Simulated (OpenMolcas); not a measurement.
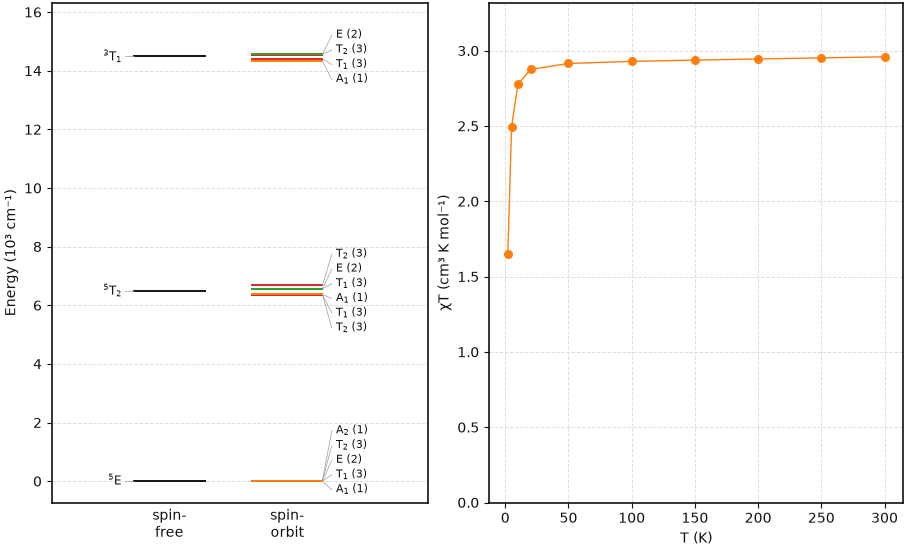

Levels of a 3d ion of charge +2 as a dopant in CsCaBr₃, a cluster with its 6 nearest Br⁻ at 2.575 Å (octahedron) embedded in model potentials and point charges; the geometry was set, not optimised. Labels give the representation in O, Td, D4 or D3 as the site allows (double group for half-integer spin) where it could be assigned and, in brackets, the degeneracy; spin-free states, where drawn, share the zero of the spin-orbit levels. The calculation used state-averaged CASSCF, the open shell active, basis ANO-RCC-VDZP on all atoms, DKH2 scalar Hamiltonian, spin-orbit coupling by RASSI with atomic mean-field integrals (OpenMolcas). Powder susceptibility by Van Vleck's formula.

Q: Which ion is the dopant?

A: Cr²⁺ (3d⁴). The ground level is A₁, non-degenerate, 100 % from states of spin multiplicity 5. The next level lies at 4.4 cm⁻¹ (T₁). The lowest spin-free state is ⁵E, from the free-ion D term; of the same spin there follows at 6,480 cm⁻¹ (⁵T₂) above it. A ligand-field fit to the spin-free states gives |10Dq| = 6,540 cm⁻¹, B = 956 and C = 3,590 cm⁻¹ (rms misfit 70 cm⁻¹). χT is 1.65 cm³ K mol⁻¹ at 2 K and 2.96 at 300 K, an effective moment of 4.87 μB. The active orbitals hold 92 to 97 % metal character (Löwdin), and the Mulliken charge of the metal is +1.00.

Known limits: orbital doublet at a regular site, Jahn-Teller distortion not allowed for; small active space favours high spin, ground spin may be wrong; covalent bonds, ligand orbitals missing from the active space; the geometry is set by hand, with no relaxation and no charge compensation.
